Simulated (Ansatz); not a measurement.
# BMe2H (C2H7B): geometry, orbitals and charge

What does BMe2H (C2H7B) look like as a singlet, and where do its frontier electrons sit?

The runs use Ansatz 0.2.0, Gaussian basis; RKS PBE0-D4/def2-TZVP.

The runs, in order: a search for the lowest solution at PBE0-D4/def2-SVP; a single point at PBE0-D4/def2-TZVP.

2 further runs of the same task are left out: 2 set aside as unsound or not needed.

**1. The relaxed structure**

The geometry is that of the singlet, from an earlier relaxation (PBE-D4/def2-TZVP).

10 atoms, charge 0, spin multiplicity 1.

Atoms are counted from 1 here; the program's logs count them from 0.

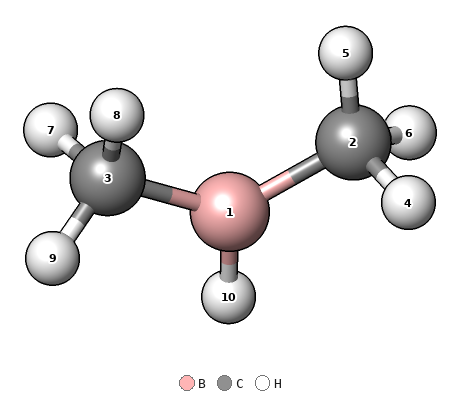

The geometry (boron pink, carbon grey, hydrogen white); atoms are numbered from 1 in the order of the file.

As a file:

```xyz
10
C2H7B
B    -0.2872   -0.4902   -0.0151
C     1.2731   -0.5527   -0.0013
C    -1.1007    0.8427    0.0064
H     1.5499   -0.8174    1.0404
H     1.7841    0.3936   -0.2320
H     1.6924   -1.3640   -0.6154
H    -1.4782    0.9819   -1.0277
H    -0.5232    1.7442    0.2584
H    -2.0084    0.7952    0.6274
H    -0.9017   -1.5332   -0.0411
```

Bonds by kind at the end (by distance):

| bond | count | shortest (Å) | longest (Å) |
| --- | --- | --- | --- |
| B–C | 2 | 1.562 | 1.562 |
| C–H | 6 | 1.100 | 1.110 |
| B–H | 1 | 1.211 | 1.211 |

**2. Searching for the lowest solution, PBE0-D4/def2-SVP**

start.molden holds the orbitals of an earlier run on this state, given as this run's starting guess.

in.yaml

```yaml
crystal:
  periodic: [false, false, false]
  atoms:
    - {symbol: B, position_ang: [-0.287171, -0.490185, -0.015133]}
    - {symbol: C, position_ang: [1.273088, -0.552682, -0.001273]}
    - {symbol: C, position_ang: [-1.100686, 0.842742, 0.006376]}
    - {symbol: H, position_ang: [1.549880, -0.817431, 1.040397]}
    - {symbol: H, position_ang: [1.784092, 0.393560, -0.232002]}
    - {symbol: H, position_ang: [1.692370, -1.364040, -0.615354]}
    - {symbol: H, position_ang: [-1.478154, 0.981900, -1.027692]}
    - {symbol: H, position_ang: [-0.523234, 1.744174, 0.258423]}
    - {symbol: H, position_ang: [-2.008443, 0.795219, 0.627397]}
    - {symbol: H, position_ang: [-0.901743, -1.533247, -0.041138]}
basis:
  gaussian: {orbitals: def2-SVP, initial_orbitals: start.molden}
hamiltonian: {xc: pbe0, dispersion: d4}
output: {orbitals: {seedname: orbitals}}
```

Launch:

```
$ ansatz run in.yaml --threads 2 --pin off --events-out ev --progress --plain --max-ram 4352MiB
```

Output:

```text
Functional definition: PBE0
  name "PBE0"
  cite "Adamo & Barone, J. Chem. Phys. 110, 6158 (1999) doi:10.1063/1.478522"
  cite "Perdew, Burke & Ernzerhof, Phys. Rev. Lett. 77, 3865 (1996) doi:10.1103/PhysRevLett.77.3865"
  parent pbe
  parameter a = 0.25
  parameter kappa = 0.804
  parameter beta = 0.06672455060314922
  exchange = (1 - a)*pbe_x(kappa = kappa, mu = beta*pi^2/3) + a*exact_x
  correlation = pbe_c(beta = beta)
876 factors; their error is unknown
mean field evaluation 1: about -2858.5764 eV, gradient 6.4e0 eV
mean field evaluation 2: about -2858.6658 eV, gradient 8.6e-2 eV
mean field evaluation 4: about -2858.6591 eV, gradient 8.7e-5 eV
mean field evaluation 8: about -2851.9747 eV, gradient 5.2e1 eV
mean field evaluation 16: about -2858.6591 eV, gradient 2.1e-2 eV
mean field -2858.65909508 eV, -105.0537840756 hartree, gradient 6.9e-6 eV, S^2 0.000000; 1 other end points of the search recorded, 0 dependent functions left out
reference -2858.65911946 eV, -105.0537849714 hartree; 12, 12 occupied and 65, 65 virtual orbitals, 876 factors
Total energy: -2858.76005429 eV, -105.0574942581 hartree
```

Run time: 1.1 s. Hardware: 2 threads of Arm Neoverse V1, shared host.

From the report: HOMO -8.57 eV, LUMO -0.51 eV.

**3. Single point, PBE0-D4/def2-TZVP**

in.yaml: that of step 2 with these lines changed.

```diff
@@ -14,4 +14,5 @@
 basis:
-  gaussian: {orbitals: def2-SVP, initial_orbitals: start.molden}
+  gaussian: {orbitals: def2-TZVP, initial_orbitals: start.molden}
 hamiltonian: {xc: pbe0, dispersion: d4}
+scf: {omitted_lower_state_checks: [starts]}
 output: {orbitals: {seedname: orbitals}}
```

Launched as before.

Output:

```text
Functional definition: PBE0
  name "PBE0"
  cite "Adamo & Barone, J. Chem. Phys. 110, 6158 (1999) doi:10.1063/1.478522"
  cite "Perdew, Burke & Ernzerhof, Phys. Rev. Lett. 77, 3865 (1996) doi:10.1103/PhysRevLett.77.3865"
  parent pbe
  parameter a = 0.25
  parameter kappa = 0.804
  parameter beta = 0.06672455060314922
  exchange = (1 - a)*pbe_x(kappa = kappa, mu = beta*pi^2/3) + a*exact_x
  correlation = pbe_c(beta = beta)
these checks for a lower state are left out or cut short: starts
837 factors; their error is unknown
mean field evaluation 1: about -2860.3745 eV, gradient 7.0e1 eV
mean field evaluation 2: about -2861.7202 eV, gradient 1.3e0 eV
mean field evaluation 4: about -2861.7133 eV, gradient 3.5e-1 eV
mean field evaluation 8: about -2861.7135 eV, gradient 2.6e-5 eV
mean field -2861.71350487 eV, -105.1660315647 hartree, gradient 2.6e-5 eV, S^2 0.000000; 0 other end points of the search recorded, 0 dependent functions left out
reference -2861.71353440 eV, -105.1660326502 hartree; 12, 12 occupied and 123, 123 virtual orbitals, 837 factors
Total energy: -2861.81446924 eV, -105.1697419370 hartree
Checks for a lower state left out: starts
```

Run time: 1.4 s. Hardware: 2 threads of Arm Neoverse V1, shared host.

HOMO -8.64 eV, LUMO -0.60 eV.

Mulliken charges, from this run's orbitals:

| atom | value (e) |
| --- | --- |
| B1 | 0.07 |
| C2 | -0.44 |
| C3 | -0.44 |
| H4 | 0.14 |
| H5 | 0.13 |
| H6 | 0.14 |
| H7 | 0.14 |
| H8 | 0.13 |
| H9 | 0.14 |
| H10 | 0.00 |

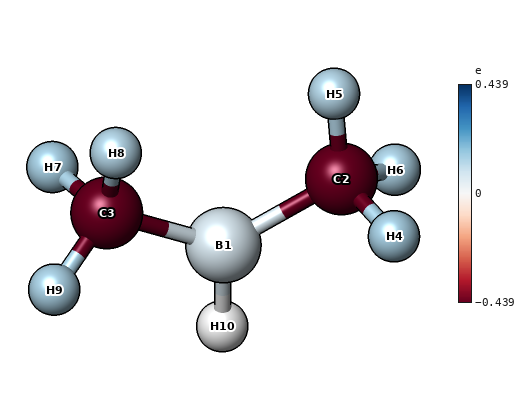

Mulliken charges, from this run's orbitals, as colours on the atoms.

Largest Mayer bond orders: B1–C2 1.06; B1–C3 1.06; B1–H10 0.99; C3–H8 0.96; C2–H5 0.95; C2–H6 0.95; C3–H9 0.95; C3–H7 0.92; C2–H4 0.92.

**4. Outcome**

| quantity | value |
| --- | --- |
| point group | C2 |
| commonest bond, hydrogen aside | B–C, 2 of mean length 1.562 Å |
| HOMO, LUMO at PBE0-D4/def2-TZVP | -8.64, -0.60 eV |

In words: No usable vibrations, so a minimum isn't proven. The point group is read from a loosely relaxed geometry; soft torsions can leave it below the true symmetry.
